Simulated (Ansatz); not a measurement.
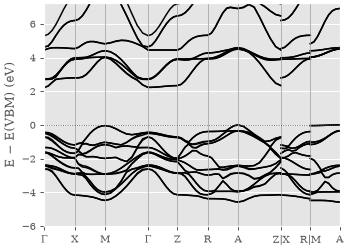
Figure: Band structure from r²SCAN with spin–orbit coupling (plane waves, PAW; program Ansatz)

### Question
Read off the gap and where the band edges lie.

### Answer
About 2.2 eV (2.23 eV by a search for the band edges); maximum at A, minimum at Γ.

The material is BaTiO₃ in space group P4mm (No. 99; Ti on 1b, Ba on 1a, O on 1b, O on 2c).

The r²SCAN relaxation kept the symmetry of its start. No spin polarisation was allowed.

Potentials: the later of the program's two PAW sets.
